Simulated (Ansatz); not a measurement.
Cr: Fe on a Cr site, symmetric start

Start from a 12-atom supercell of Cr in the bcc (W type) structure (space group Im-3m, No. 229; a = 2.8142 Å; non-magnetic) at its relaxed geometry.

Now apply this change: one Cr atom is replaced by Fe, atoms relaxed at fixed cell.

Method: Ansatz (a first-principles code), PBEsol, PAW, cutoff 420 eV, no spin-orbit coupling. Settings: 8×8×6 k-points, 0.05 eV Fermi–Dirac smearing.

```json
[
 {"quantity": "energy gained by relaxation", "base": "–", "changed": "0.02 eV", "shift": "–"},
 {"quantity": "mean distance from the defect site to its nearest host atoms", "base": "4.61 bohr", "changed": "4.62 bohr", "shift": "+0.015 bohr"}
]
```

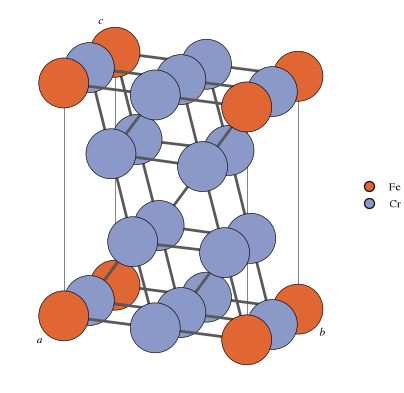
The relaxed cell after the change

Cost of the whole job for the changed cell (relaxation, final SCF and bands): around 23 core-minutes (rough).

The magnetic state is the one reached from the starting moments; the real material's order can differ, and small cells can't hold many antiferromagnetic ones. The cell is small, so the values are those of an ordered compound at a high defect concentration; dilute-limit values will differ. The defect started on the symmetric site and kept its symmetry, so it may sit on a saddle. Seeded moments were not kept for the base. Spin-polarised in the final run: Fe on a Cr site; the other runs are not. Real Cr is antiferromagnetic at low temperature and ambient pressure, an order that this cell doesn't hold. The defect cell is spin-polarised and ends with 1.6 μB, a fractional moment that hangs on the mesh and smearing.
